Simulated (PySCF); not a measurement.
C6H12N2Si

The calculation's input:

```
{"job": {"kind": "nmr", "xc": "PBE0", "basis": "pcSseg-1"}, "charge": 0, "multiplicity": 1}
C      2.978288     0.571353    -0.917871
C      1.687040     0.559722    -0.604364
C      1.027207    -0.466555     0.203193
C      1.848122    -1.640152     0.656781
N     -0.192414    -0.469180     0.566005
C     -1.151260     0.523963     0.260491
Si    -2.070660    -0.084231    -1.335076
C     -2.171784     0.588692     1.328183
N     -2.872950     1.621740     1.489967
H      3.401802     1.356117    -1.522838
H      3.663748    -0.189343    -0.586031
H      1.054228     1.357000    -0.971517
H      2.286678    -2.151541    -0.197909
H      1.210547    -2.330493     1.200702
H      2.651523    -1.307852     1.312037
H     -0.766486     1.532251     0.064034
H     -1.059585    -0.139624    -2.394166
H     -3.130522     0.874426    -1.631010
H     -2.594577    -1.423426    -1.079135
H     -2.248522    -0.333801     1.918751
H     -3.559345     1.567876     2.239302
```

Launched as:

```sh
OMP_NUM_THREADS=1 python probes_run.py task.json out
```

Geometry: GFN2-xTB.

These are results of PBE0/pcSseg-1, SCF density, gas phase, non-relativistic (PySCF), not measurements.

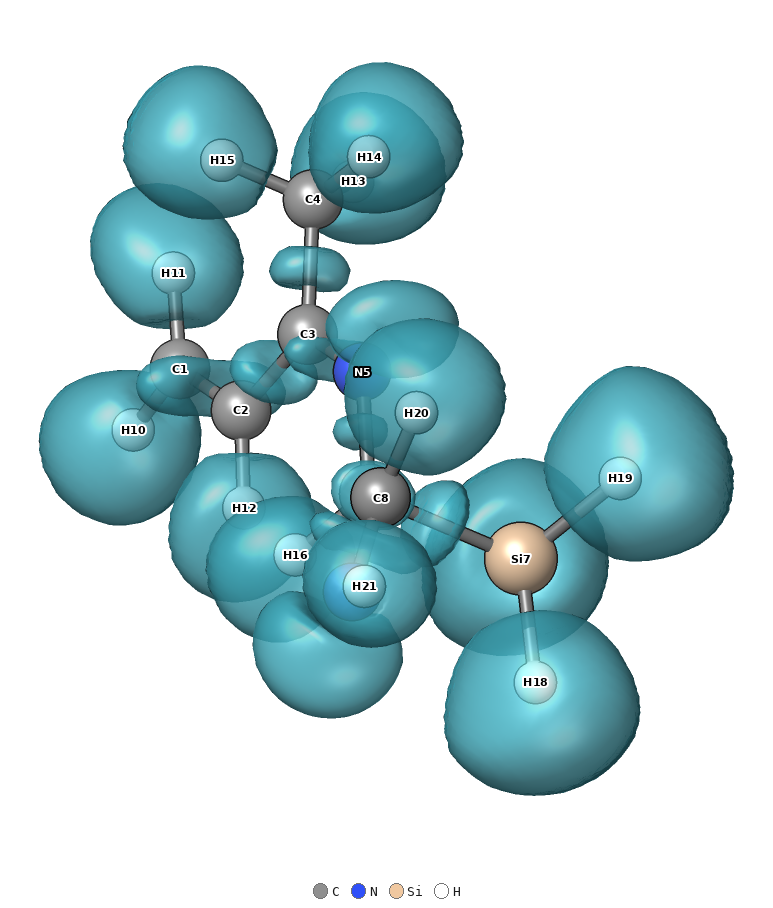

Figure 1. Isosurface of the electron localisation function at 0.85 (cyan), seen at an oblique angle. Core shells and regions of very low density are left out.

Question: Describe the localisation domains.

Answer: The surface consists of four regions between bonded C–C atoms (shared pairs), three regions between bonded C–N atoms (shared pairs), one region between bonded C–Si atoms (shared pairs), twelve regions around hydrogen nuclei and two lobes on N, pointing away from the bonds (lone pairs). Profiles from the grid: C–N (1.26 Å): the ELF peaks at about 0.90 between the atoms: a short, multiple covalent bond. C–C (1.33 Å): the ELF peaks at about 0.95 between the atoms; a short, multiple covalent bond.

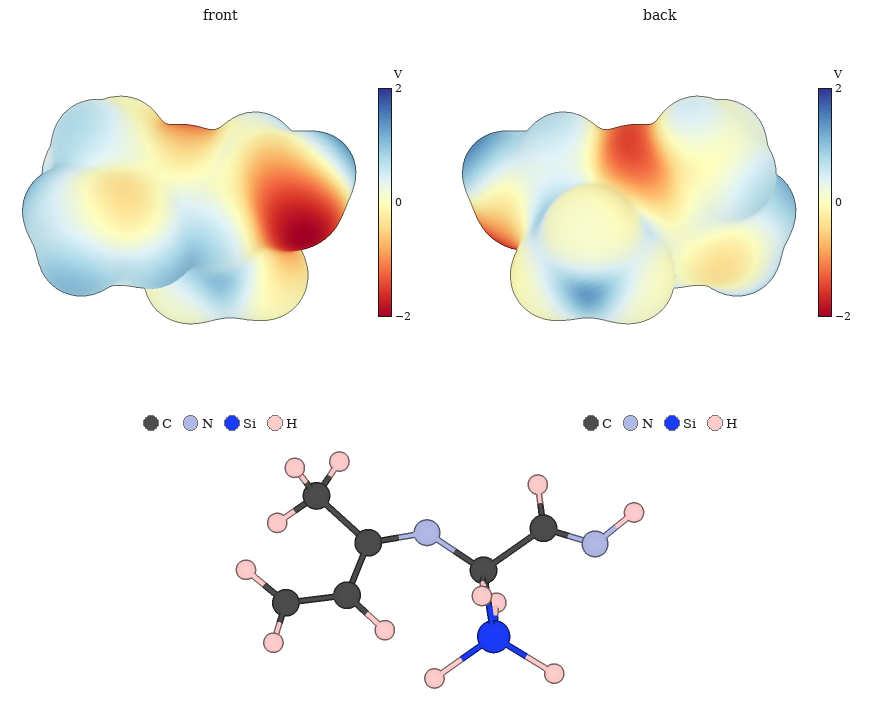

Figure 2. The molecular electrostatic potential painted on the density surface at 0.002 e/bohr³, seen from the front and from behind; red is negative and blue positive. The bare structure is drawn below in the same view.

Question: Which sites attract a positive test charge, and which a negative one?

Answer: A positive charge is drawn to the negative regions and a negative charge to the positive ones. The most negative region (about −1.9 V) lies over N9, the most positive (about +1.3 V) over Si7 and H21. N9 is the likeliest acceptor of a hydrogen bond.

Question: What dipole moment does the calculation give?

Answer: Its dipole moment is 1.73 D.

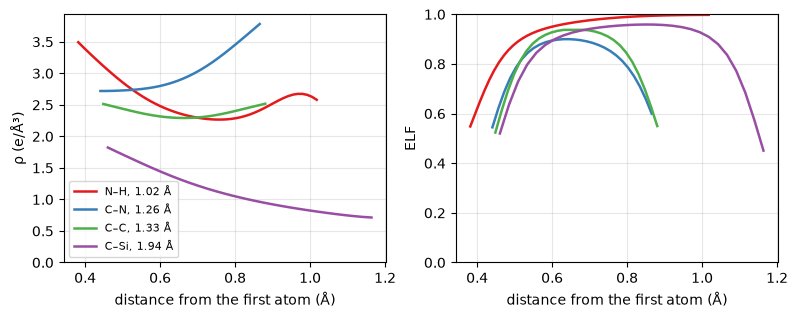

Figure 3. Total electron density and ELF along straight lines between neighbouring atoms. The curves leave out the atomic cores.

Question: What kind of bonding do the profiles show?

Answer: N–H (1.02 Å): the density is about 2.8 e/Å³ at the midpoint; the ELF climbs to about 1 towards the hydrogen, as it does in any bond to H: an ordinary covalent bond to hydrogen.
C–N (1.26 Å): the density is about 2.8 e/Å³ at the midpoint; the ELF peaks at about 0.90 between the atoms (a short, multiple covalent bond).
C–C (1.33 Å): the density is about 2.3 e/Å³ at the midpoint; the ELF peaks at about 0.95 between the atoms (a short, multiple covalent bond).
C–Si (1.94 Å): the density is about 0.85 e/Å³ at the midpoint; the ELF peaks at about 0.95 between the atoms, as expected for a covalent bond.
